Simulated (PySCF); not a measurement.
**C₄H₉ (SMILES C[C-](C)C) (charge −1): density, localisation and related maps**

```xyz
13

C    -0.0547    1.3622   -0.5323
C     0.0399    0.1066    0.2845
C     1.2395   -0.6851   -0.1474
C    -1.2017   -0.7139    0.0897
H     0.8407    2.0045   -0.4362
H    -0.1622    1.1471   -1.6506
H    -0.9275    1.9859   -0.2625
H     2.1873   -0.1271   -0.0299
H     1.1909   -0.9831   -1.2507
H     1.3529   -1.6318    0.4133
H    -1.1881   -1.6580    0.6659
H    -2.1222   -0.1739    0.3802
H    -1.3545   -1.0199   -1.0018
```

Geometry: PBE0-D3(BJ)/ma-def2-SVP.

The calculation used DFT single point, gas phase, functional PBE0 (PySCF).

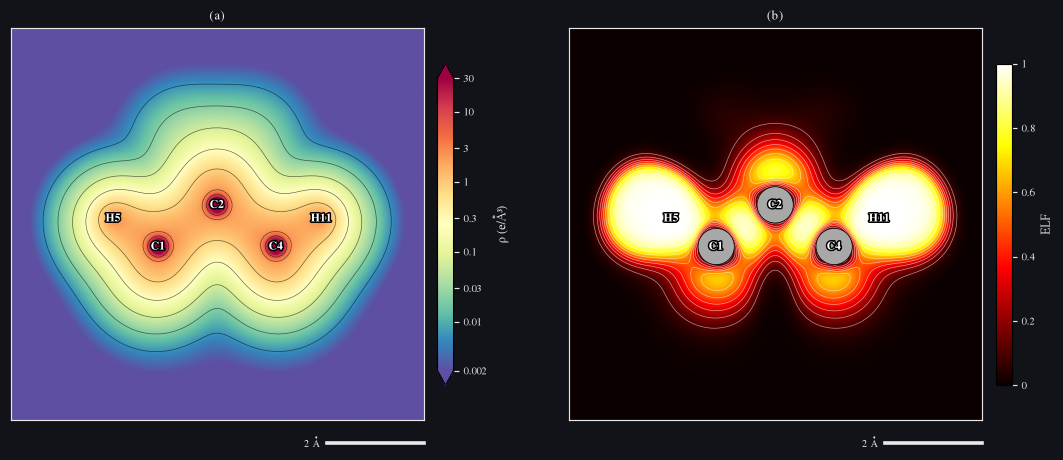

Figure 1. (a) total electron density; (b) electron localisation function on the plane of atoms C2, C1 and H5. Grey discs cover the atomic cores in the ELF map.

Read the bonding off the picture.

The section cuts through C and H sites. C–C (1.50 Å): ρ at the midpoint is about 1.7 e/Å³; the ELF peaks at about 0.95 between the atoms: a shared electron pair. C–H (1.11 Å): the density is about 1.9 e/Å³ at the midpoint; the ELF climbs to about 1 towards the hydrogen, as it does in any bond to H (a covalent bond by its length).

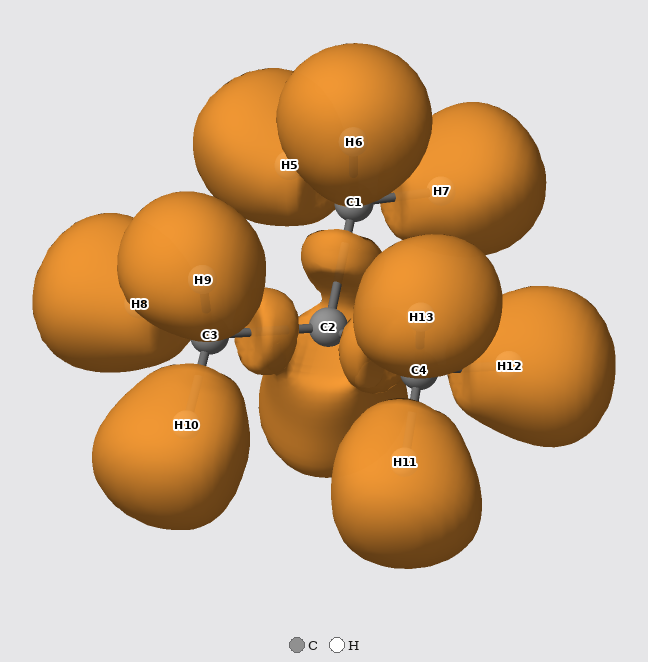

Figure 2. Isosurface of the ELF at 0.75 (orange), seen at a tilt. Core shells and regions of very low density are left out.

Identify the bonds, lone pairs and shells in this picture.

The ELF exceeds this value in nine regions around hydrogen nuclei and one region on C in which the atom's valence shell and bonds are merged.
